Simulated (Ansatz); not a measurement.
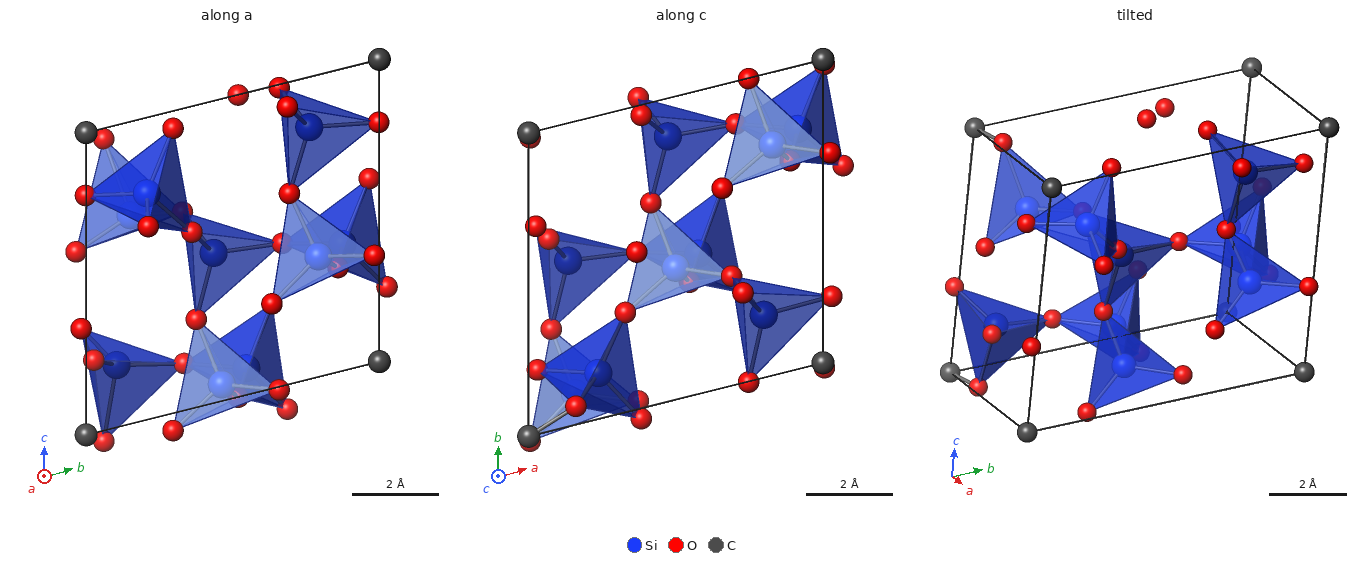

Polyhedral drawing of the structure, looking along the a axis, along the c axis and slightly off an axis. One simulation cell is framed, with atoms on its boundary repeated. Some neighbours outside the box are added.

What structure is drawn here?

- The stoichiometry is Si$_{9}$CO$_{18}$.
- Space group: P1, with no symmetry beyond the lattice.
- The cell comprises 1 formula unit: 9 Si, 1 C, 18 O.
- The polyhedra are SiO4 tetrahedra; they share corners.
- Si bonds to four O in a distorted tetrahedral arrangement at about 1.6 to 1.9 Å. About every C there is one O at about 1.3 Å.
- The bonds build a three-dimensional framework.

Origin of the cell: a structure listed in the Materials Project, repeated into a supercell with a point defect put in. The atoms were relaxed in a fixed cell with Ansatz 0.2.0, DFT PBE, scalar-relativistic, plane waves, PAW.
